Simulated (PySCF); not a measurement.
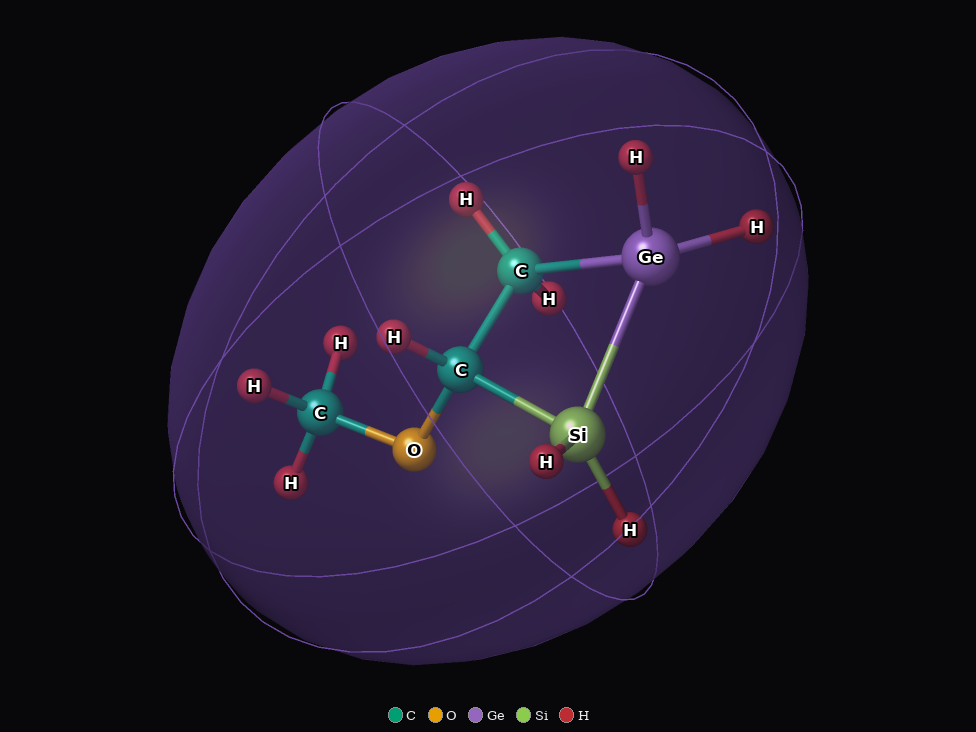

The ellipsoid shows the static dipole polarisability: its half-axes are proportional to the principal values. The geometry was computed by an optimisation with GFN2-xTB. No frequency run is at hand to confirm it as a minimum. Computed with ωB97X-D/def2-SVPD (PySCF 2.14.0).

Question: Give the principal values, the mean and the anisotropy.

Answer: Principal values 82.7, 100.6, 115.9 bohr³; mean 99.7 bohr³ (14.78 Å³); anisotropy 28.8 bohr³, so the longest axis is 1.40 times the shortest.

The geometry is semi-empirical. Around Ge, Si such bond lengths and angles can be off by a tenth of an ångström or more and by several degrees, and values that hang on the shape move with them.
